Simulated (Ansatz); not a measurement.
In doubt: masses and optical values from hybrid runs of this build are listed as unsure (in some of the runs), which bears on the screening that GW takes from such a start.

The crystal is Ga2O3 (R-3c).

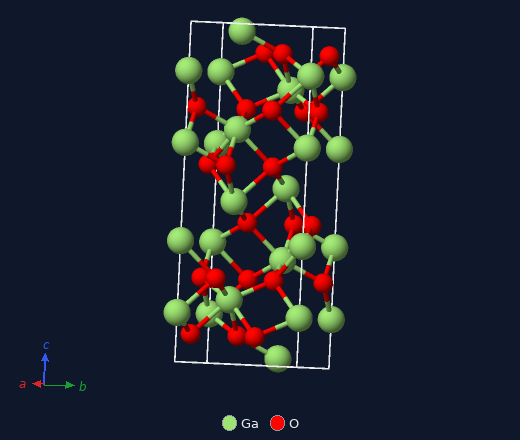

The structure (gallium green, oxygen red). Some periodic images of atoms are drawn too.

The structure is trigonal, space group R-3c (No. 167). Conventional cell: a = 4.997 Å, b = 4.997 Å, c = 13.451 Å, α = 90.00°, β = 90.00°, γ = 120.00°. Nearest to Ga lie 6 O at 1.93 to 2.08 Å. O has 4 Ga at 1.93 to 2.08 Å nearest. Farther neighbours and most contacts between anions are not listed.

```
Ga O
1.0
     2.49870    1.44262    4.48355
    -2.49870    1.44262    4.48355
     0.00000   -2.88525    4.48355
Ga O
4 6
Direct
  0.85559 0.85559 0.85559
  0.64441 0.64441 0.64441
  0.14441 0.14441 0.14441
  0.35559 0.35559 0.35559
  0.75000 0.44683 0.05317
  0.44683 0.05317 0.75000
  0.05317 0.75000 0.44683
  0.25000 0.55317 0.94683
  0.94683 0.25000 0.55317
  0.55317 0.94683 0.25000
```

The cell and positions are those that the Materials Project relaxed with its own functionals (PBE, PBE+U or r2SCAN), kept fixed. This is not the form that Ga2O3 usually takes at ambient conditions. PAW set soft_2, made with PBE.

Gaps computed with Ansatz 0.2.0 without a self-energy: HSE06 4.55 eV, r2SCAN 3.48 eV and PBE0 5.26 eV.

Question: Estimate the G0W0@HSE06 gap with 4×4×4 mesh, 207 empty bands, screening to 96 eV, default PAW files.

About 5.30 eV: on its mesh the run moves the gap from 4.60 eV by +0.75 eV, and the mesh misses the edges by 0.05 eV. Among the scalar-relativistic levels given, PBE0 is nearest (−0.04 eV). Bands and cutoff are finite, so the gap is not at the basis limit. The miss can reach some tenths of an eV and take either sign; the mesh is an error of its own. The many-body steps are scalar-relativistic: spin-orbit coupling is not in them.

[Paths, hosts, dates, memory and timing lines, banners, echoed tables and standing remarks are left out of the program output.]

[Logs are printed without paths, hosts, clocks, repeated set-up lines and the standing remarks that a program may print on its own settings, such as how far it seeks lower states.]

[Runs of the session that timed out or met a known fault of the program may be left out.]

[Cells called generated may have been cut or substituted from an entry of the Crystallography Open Database or the Materials Project.]

[Hosts, paths, dates, database ids (printed as entryN), source tags and the programs' standing remarks are cut or masked in the printed files.]
